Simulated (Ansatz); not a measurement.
```json
{"atom": "Ge", "x (Å)": "-0.0608", "y (Å)": "-0.0103", "z (Å)": "0.0375"}
{"atom": "H", "x (Å)": "0.3864", "y (Å)": "-0.1486", "z (Å)": "1.4938"}
{"atom": "F", "x (Å)": "1.3958", "y (Å)": "0.2055", "z (Å)": "-0.8877"}
{"atom": "H", "x (Å)": "-0.8864", "y (Å)": "1.2588", "z (Å)": "-0.1813"}
{"atom": "C", "x (Å)": "-0.9234", "y (Å)": "-1.6031", "z (Å)": "-0.6431"}
{"atom": "H", "x (Å)": "-1.8338", "y (Å)": "-1.8137", "z (Å)": "-0.0757"}
{"atom": "H", "x (Å)": "-1.1887", "y (Å)": "-1.4695", "z (Å)": "-1.6938"}
{"atom": "H", "x (Å)": "-0.2514", "y (Å)": "-2.4595", "z (Å)": "-0.5564"}
```

The calculation used RKS BHLYP-D4/def2-SVP in Ansatz 0.2.0.

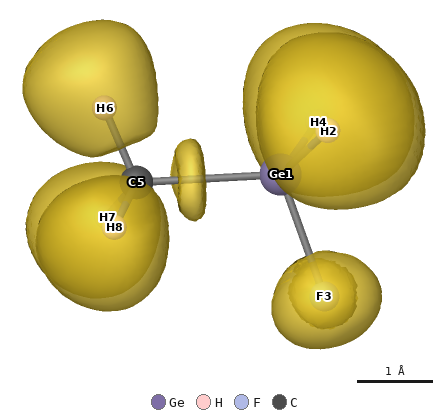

CH5FGe. Isosurface of the ELF at 0.8 (yellow), seen at a tilt. Core shells and regions of very low density are left out.

Question: What do the ELF domains correspond to?

Answer: The ELF exceeds this value in five regions around hydrogen nuclei, one lobe of the valence shell of C pointing towards Ge (polar bonds) and one region wrapped around F (its valence shell).

Values along the shortest contacts:
Ge–F (1.74 Å): the ELF peaks at about 0.80 in the valence shell of F, 0.6 Å from its nucleus, and is about 0.20 at the midpoint. C–Ge (1.94 Å): the ELF peaks at about 0.95 in the valence shell of C, 0.7 Å from its nucleus, and is about 0.75 at the midpoint.
